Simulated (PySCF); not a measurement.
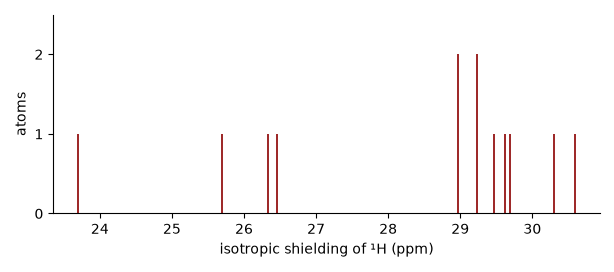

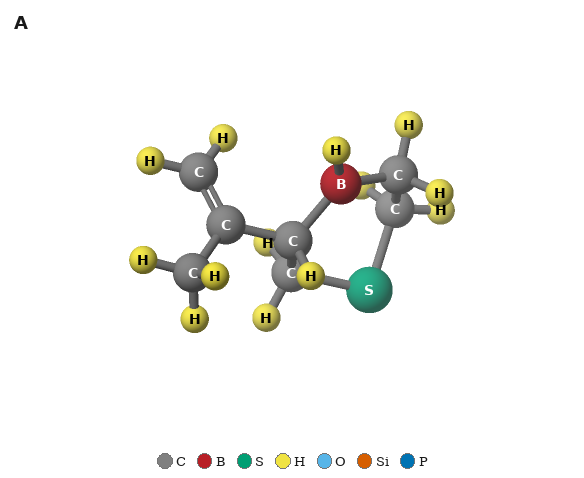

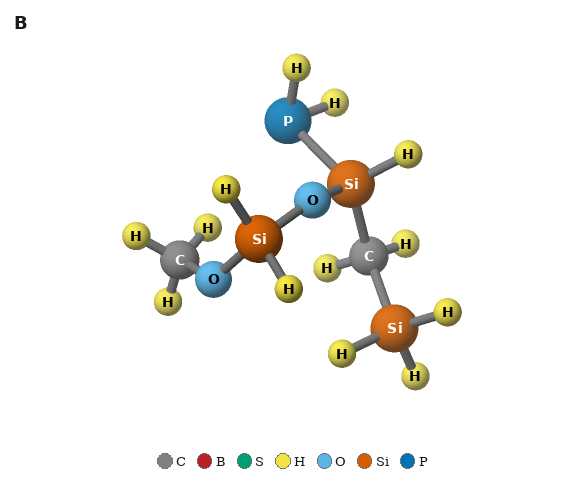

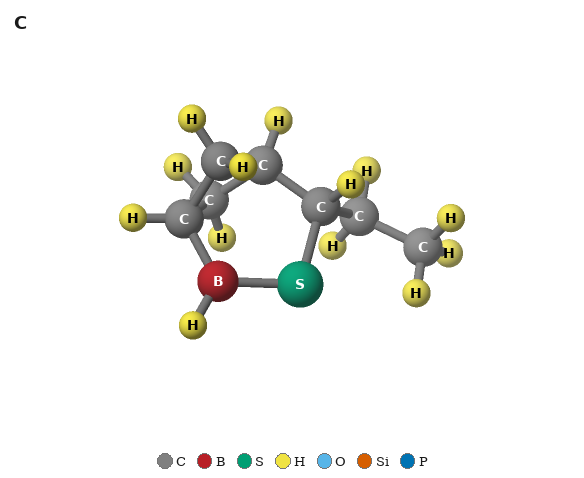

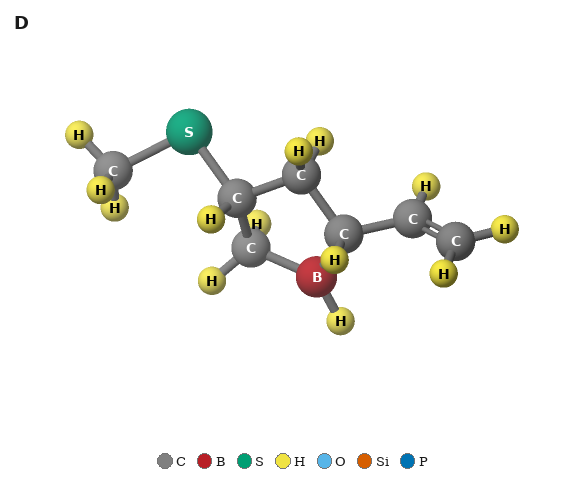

The sticks are computed shieldings of one of the molecules, for one fixed geometry (GFN2-xTB) without averaging over rotations. Low shielding means a high chemical shift. Method: GIAO PBE0/pcSseg-1 NMR shielding, non-relativistic, gas phase (PySCF 2.14.0).

> Match the spectrum to a structure.

D, `C=C[C@@H]1BC[C@H](SC)C1`. Its 13 H atoms give lines at 23.70, 25.69, 26.33, 26.46, 28.96 (2 atoms), 29.23 (2 atoms), 29.47, 29.62, 29.69, 30.30, 30.59 ppm.

The geometry is semi-empirical. Around B, P, Si such bond lengths and angles can be off by a tenth of an ångström or more and by several degrees, and values that hang on the shape move with them.
